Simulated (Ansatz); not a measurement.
# BiB (model cell, started as layered BN type): a soft mode frozen in, part 3 of 3

Wanted: the energy along a soft mode of BiB (model cell, started as layered BN type) and the structure at the end.

Ansatz 0.2.0; DFT LDA, scalar-relativistic, plane waves, PAW.

So far. Step 4 (The mode frozen in, largest atomic shift 0.14 Å): The run ends at a pressure of 0.15 GPa, with forces up to 0.14 eV/Å. Step 5 (Energy along the mode, all amplitudes (two of the runs …): The lowest of the steps tried is at 0.14 Å, 0.634 meV/atom below the parent; the bottom of the well need not coincide with a step.

The structure was built from a prototype and need not be the compound's stable phase.

## Step 6: Relaxation from the frozen mode (continued)

The steps of the relaxation:

```
step  energy less that of the first step (eV)  largest force component (eV/Å)  pressure (GPa)  volume (Å³)
   1                                   0.0000                          0.1443            0.15       240.05
   2                                   0.0053                          0.2573           -0.63       242.84
   3                                  -0.0213                          0.1518           -0.08       241.02
   4                                  -0.0543                          0.2306           -0.19       242.35
   5                                  -0.1047                          0.3772            0.07       243.10
   6                                  -0.1859                          0.5024           -0.13       245.40
   7                                  -0.3495                          0.7570            0.47       245.49
   8                                  -0.7315                          0.8017            0.36       249.29
   9                                  -0.9447                          1.6179            2.13       253.10
  10                                  -1.3359                          0.4203            0.97       258.00
  11                                  -1.3493                          0.2411            0.16       261.05
  12                                  -1.3666                          0.0345           -0.26       261.20
  13                                  -1.3700                          0.0318            0.08       260.84
  14                                  -1.3707                          0.0029            0.00       260.97
  15                                  -1.3708                          0.0009            0.00       260.95
 16*                                  -1.4520                          0.0251            0.43       260.95
  17                                  -1.4744                          0.0308            0.20       263.87
  18                                  -1.4798                          0.0507            0.03       267.12
  19                                  -1.4807                          0.0056            0.00       266.82
  20                                  -1.4807                          0.0014            0.00       266.77
 21*                                  -1.4840                          0.0016            0.01       266.77
```

Relaxation steps marked * repeat the geometry before them on a plane-wave basis chosen anew for their cell, so energy and pressure can jump there. Relaxation step 2 was tried and not accepted.

The run keeps the 6 symmetry operations that it works with, so distortions that break them were not tested.

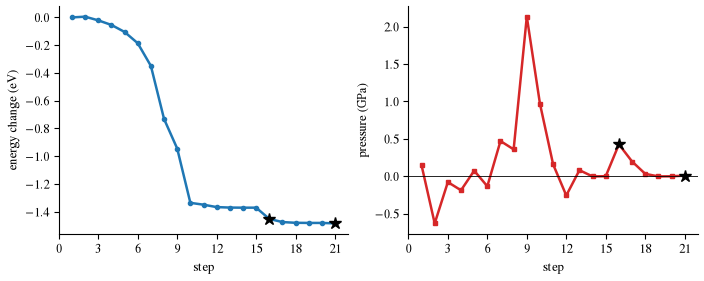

Energy and pressure along the relaxation. Stars mark steps on a basis chosen anew.

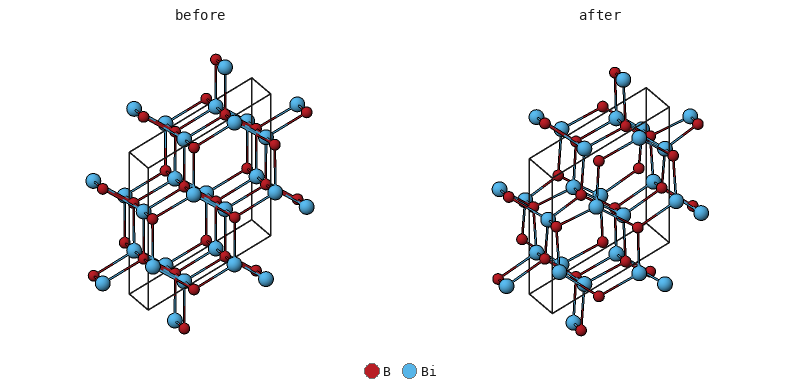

The structure before and after the relaxation, drawn at the same scale.

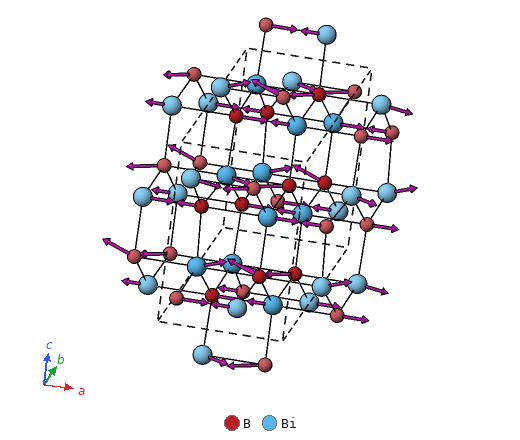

Displacements in the relaxation, exaggerated, measured against the changing cell; the longest in the cell stands for 0.50 Å. Some periodic images of atoms are drawn too.

```
     cell as run  before  after   change
           a (Å)   5.333  6.503  +21.9 %
           b (Å)   7.210  6.883   -4.5 %
           c (Å)   7.210  6.883   -4.5 %
volume (Å³/atom)   20.00  22.23  +11.1 %
```

The atoms that moved most (Å, as changes of fractional coordinates times the final cell):

```
atom      dx      dy      dz  length
  B6   0.000  -0.166  -0.477   0.505
  B4   0.143   0.083  -0.477   0.505
  B5  -0.143   0.083  -0.477   0.505
  B1   0.000   0.000   0.448   0.448
  B3   0.000   0.000   0.448   0.448
Bi11   0.000   0.000   0.407   0.407
 Bi8  -0.102   0.059   0.368   0.387
 Bi7   0.102   0.059   0.368   0.387
```

Final coordinates:

```xyz
12
Lattice="0.0000 0.0000 6.5029 5.9605 -3.4413 0.0000 5.9605 3.4413 0.0000" Properties=species:S:1:pos:R:3 pbc="T T T"
B     5.9605   -1.1471    2.1586
B     3.9737    2.2942    1.1196
B     7.9473    2.2942    2.1586
B     2.1302    1.2299    4.4005
B     5.8171    1.2299    4.4005
B     3.9737   -2.4598    4.4005
Bi    2.0884    1.2057    1.9942
Bi    5.8590    1.2057    1.9942
Bi    3.9737   -2.4115    1.9942
Bi    5.9605   -1.1471    4.5409
Bi    3.9737    2.2942    5.3148
Bi    7.9473    2.2942    4.5409
```

Numbers from this step:

```
pressure          : 0.008465 GPa
volume per atom   : 22.23 Å³
gap on the k-mesh : 0.1856 eV
```

The distorted start has space group P31m; the relaxation ends in P31m.

## Step 7: Summary of results

| Item | Value |
| --- | --- |
| unstable mode of the parent | q = (0.333, 0.333, 0), 115i cm⁻¹ |
| depth at the lowest point sampled | 0.634 meV/atom |
| largest atomic shift at that point | 0.14 Å |
| space group reached (within 0.01 Å) | P31m |
| energy gained over the parent (first relaxation, on the mesh of the frozen mode) | 124 meV/atom |
| volume per atom, phase reached | 22.2 Å³ |
| gap on the k-mesh, phase reached | 0.186 eV |

In words: Along this mode the structure falls into P31m, 124 meV/atom below the parent. At the parent's cell the well is 0.634 meV/atom deep on the steps tried, with its lowest point at a shift of 0.14 Å. Relaxing atoms and cell changes the gain by +123.69 meV/atom against the lowest step (energies at zero smearing). Most of the total comes from this relaxation. The modes of the phase reached were not computed on this path. How so shallow a well moves with the k mesh was not tested. Of the 4 patterns followed to their end from this parent, this one ends 272 meV/atom above the lowest, P6_3mc. Each path keeps the symmetry of its pattern, so a lower phase may lie along a pattern not tried. With no gap, or one that is small against the smearing, the frequencies hang on the k mesh and the smearing, most of all near Kohn anomalies. The volume moved by more than a tenth on the k mesh of the start, so the energy gain is rough. Spin-orbit coupling is left out, which can matter for the heavy elements here. The starting cell was built on a prototype and not taken from a measurement, so the phase need not exist.

[Logs are printed without paths, hosts, clocks, repeated set-up lines and the standing remarks that a program may print on its own settings, such as how far it seeks lower states.]

[Hosts, paths, dates, database ids (printed as entryN), source tags and the programs' standing remarks are cut or masked in the printed files.]
